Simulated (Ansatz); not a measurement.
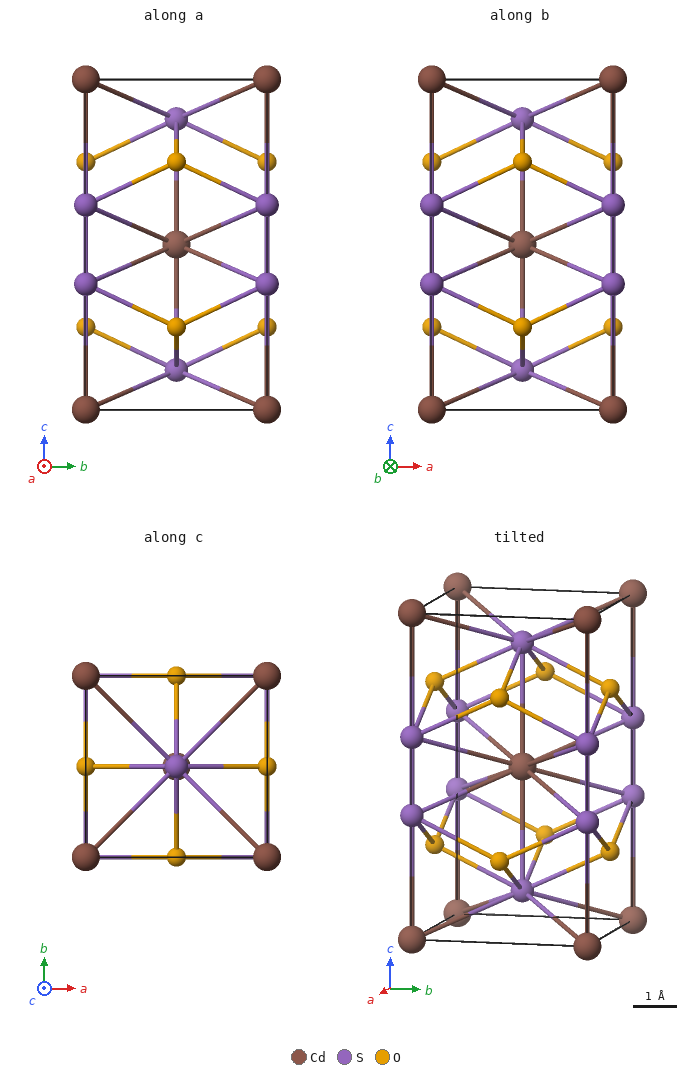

A ball-and-stick rendering, viewed along the a axis, along the b axis, along the c axis and slightly off an axis. Lines trace the edges of the conventional unit cell.

Lattice parameters: a = 4.294 Å, b = 4.294 Å, c = 7.826 Å, α = 90.00°, β = 90.00°, γ = 90.00°.

Express the structure as a table of Wyckoff sites, with free fractional coordinates to two decimals.

Answer. Space group I4/mmm (No. 139).
```csv
atom,site,x,y,z
Cd,2a,0.00,0.00,0.00
S,4e,0.50,0.50,0.12
O,4d,0.00,0.50,0.25
```

The starting point was a structure type filled with these elements by a generator (whether the compound takes this form wasn't checked). The geometry was optimised with DFT PBE, scalar-relativistic, plane waves, PAW in Ansatz.
